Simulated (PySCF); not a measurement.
C6H7OP

The calculation's input:

```
{"job": {"kind": "nmr", "xc": "PBE0", "basis": "pcSseg-1"}, "charge": 0, "multiplicity": 1}
C      2.959419     0.088563     0.637280
C      2.014684    -0.012681    -0.097446
P      0.670954    -0.162713    -1.251988
O      1.089640    -0.520477    -2.609481
C     -0.315126     1.332936    -0.986053
C     -1.306380     1.094333    -0.139033
C     -1.414794    -0.286112     0.439606
C     -0.570596    -1.232945    -0.414400
H      3.780064     0.176585     1.289427
H     -0.110929     2.273354    -1.468483
H     -2.023943     1.839138     0.173581
H     -1.039270    -0.258924     1.467083
H     -2.458399    -0.605995     0.483648
H     -1.167364    -1.681246    -1.213282
H     -0.112376    -2.035826     0.161972
```

Launched as:

```sh
OMP_NUM_THREADS=1 python probes_run.py task.json out
```

Geometry: GFN2-xTB.

The calculation used PySCF 2.14.0, PBE0/pcSseg-1, SCF density, gas phase, non-relativistic.

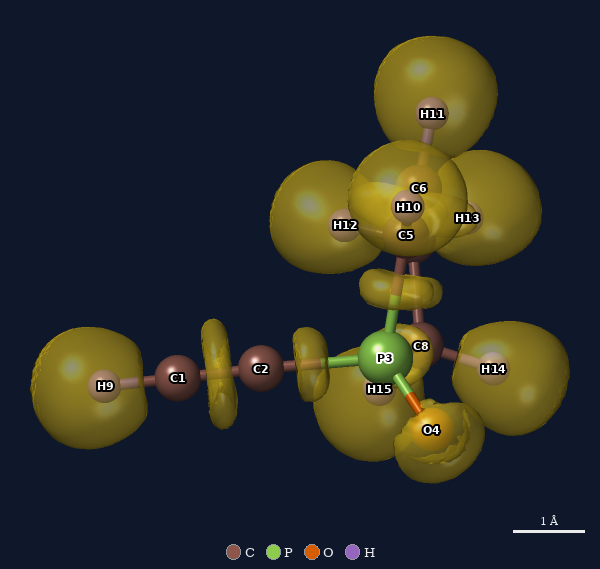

Figure 1. Isosurface of the ELF at 0.85 (yellow), seen at an oblique angle. Only the valence region is drawn (cores and ρ < 0.01 e/Å³ removed).

**Describe the localisation domains.**

At this value the surface marks out four regions between bonded C–C atoms (shared pairs), three regions between bonded C–P atoms (shared pairs), seven regions around hydrogen nuclei and one lobe on O, pointing away from the bonds (lone pairs, which may merge into one lobe).


C–C (1.20 Å): the ELF peaks at about 0.85 between the atoms (a multiple bond). P–O (1.46 Å): the ELF peaks at about 0.80 between the atoms, as expected for a short, strongly polar bond.

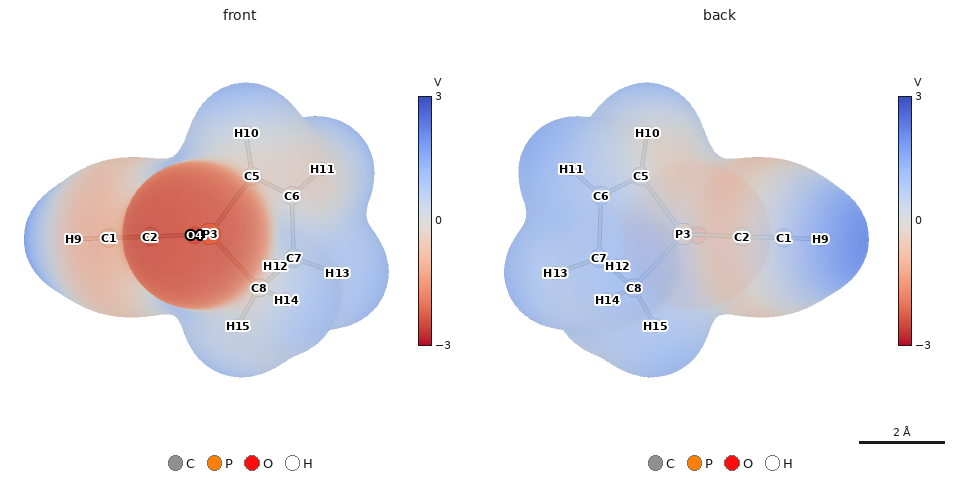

Figure 2. The molecular electrostatic potential painted on the density surface at 0.002 e/bohr³, seen from the front and from behind; the colour scale runs from red (negative) to blue (positive).

**Where is the surface potential most negative and most positive?**

The most negative region (about −2.3 V) lies over O4, the most positive (about +1.9 V) over H9. O4 is the likeliest acceptor of a hydrogen bond.

**What dipole moment does the calculation give?**

Its dipole moment is 4.84 D.

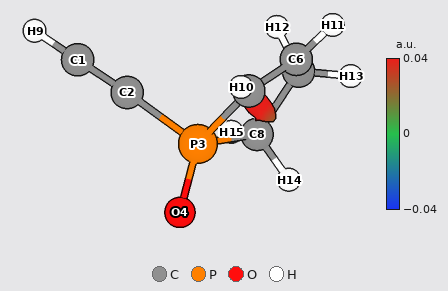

Figure 3. Non-covalent interaction (NCI) plot: the surface where the reduced density gradient is 0.5, for densities under 0.05 a.u., coloured by sign(λ₂)ρ; seen from one side.

**What holds or crowds the atoms apart from the covalent bonds?**

Inside the ring or cage of P3, C5, C6, C7 and C8: steric crowding (red).

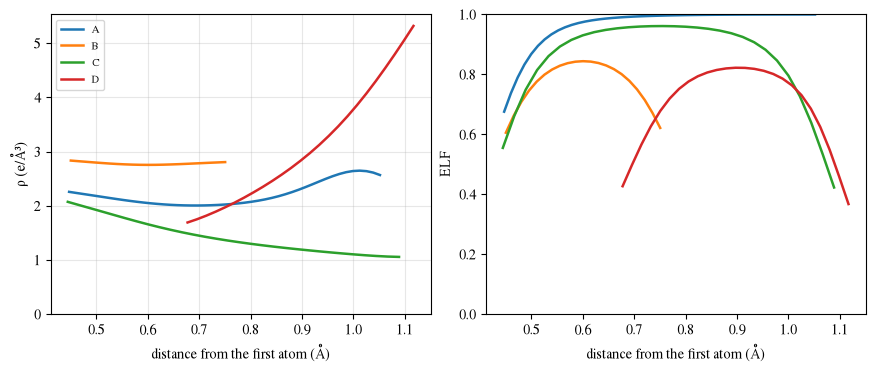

Figure 4. Electron density and ELF along straight lines between neighbouring atoms. The curves leave out the atomic cores.

**Which curve belongs to which contact (C–C, C–H, C–P and P–O)? The first atom named is at distance zero.**

Curve A: C–H (1.05 Å): ρ is about 2.1 e/Å³ halfway; the ELF climbs to about 1 towards the hydrogen, as it does in any bond to H (a covalent bond by its length). Curve B: C–C (1.20 Å): the density is about 2.8 e/Å³ at the midpoint; the ELF peaks at about 0.85 between the atoms: a short, multiple covalent bond. Curve C: C–P (1.78 Å): the density is about 1.2 e/Å³ at the midpoint; the ELF peaks at about 0.95 between the atoms: a covalent bond. Curve D: P–O (1.46 Å): the density is about 1.9 e/Å³ at the midpoint; the ELF peaks at about 0.80 between the atoms, as expected for a short, strongly polar bond.
